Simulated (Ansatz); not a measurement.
The figure comes from a scan of NiSi$_{2}$ (fluorite type, space group Fm-3m): one Si atom of a 3-atom cell moves by u along (1.00, 0.00, 0.00) and v along (0.00, 1.00, 0.00). Level of theory: PBE (plane waves to 420 eV, PAW, scalar-relativistic; Ansatz, an electronic-structure program). k mesh 12×12×12 (Γ-centred), Fermi-Dirac smearing 0.05 eV. Energies are smeared free energies. With partly filled bands, energies and forces of such displacements shift with the k mesh and the smearing. NiSi2 is run without spin polarisation. NiSi2 was relaxed with its symmetry unable to fall. The PAW data are Ansatz's earlier set. The zero of ΔE is the undisplaced structure. Axes are in Å.

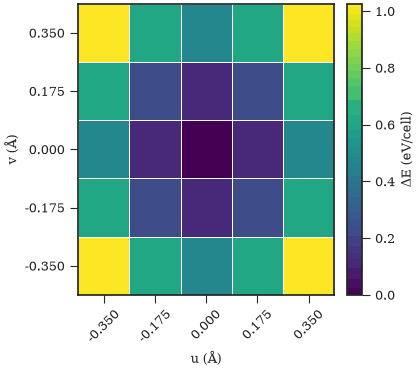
Figure: ΔE (eV/cell), one tile a computed point.

Task: Turn the plot into a table (rounded to what can be read).

Result: To the nearest 0.1:

ΔE (eV/cell), with u across and v down:

```csv
v \ u,-0.350,-0.175,0.000,0.175,0.350
-0.350,1.0,0.6,0.5,0.6,1.0
-0.175,0.6,0.2,0.1,0.2,0.6
0.000,0.5,0.1,0.0,0.1,0.5
0.175,0.6,0.2,0.1,0.2,0.6
0.350,1.0,0.6,0.5,0.6,1.0
```

(A displaced cell: forces are minus the slopes of the energy, force constants its curvatures, and phonons follow from these.)
